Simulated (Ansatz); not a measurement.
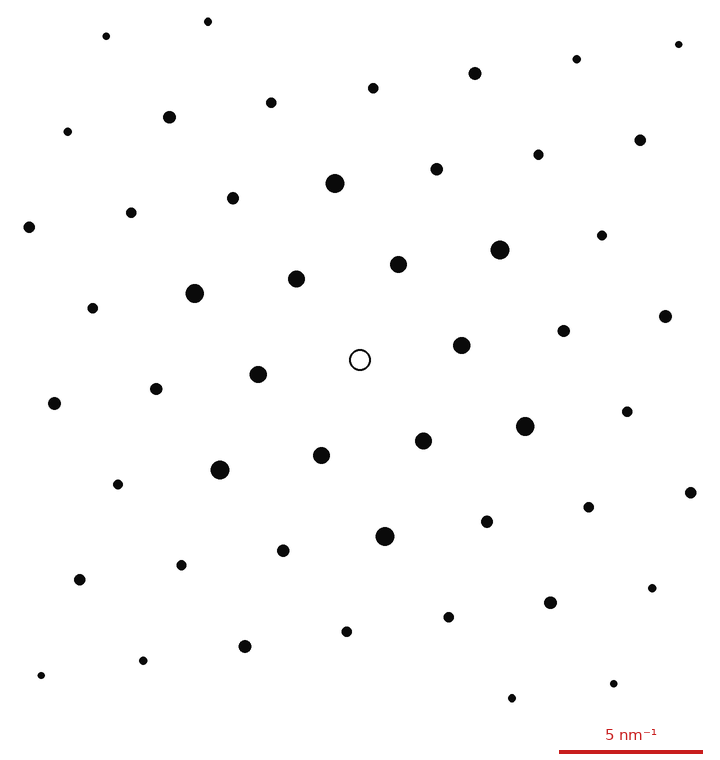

Computed electron diffraction pattern, 200 kV, single scattering only, B = 1 Å².

Question: What net do the spots form, and what spacings does it show?

Answer: The spots form a hexagonal net with both shortest vectors at d = 2.78 Å, 60.0° apart.

Question: What is the point symmetry of the pattern, intensities included?

Answer: 6mm. Such a pattern arises along the three- or sixfold axis of a trigonal, hexagonal or cubic crystal.

Question: What was simulated?

Answer: This cannot be fixed from one zone alone; the pattern is [001] of Hf, space group P6_3/mmc (No. 194), a = 3.21 Å, c = 5.07 Å (hexagonal axes). The net vectors are 1 -1 0 and 1 0 0. Structure: the input geometry of an electronic-structure calculation (not necessarily at equilibrium).
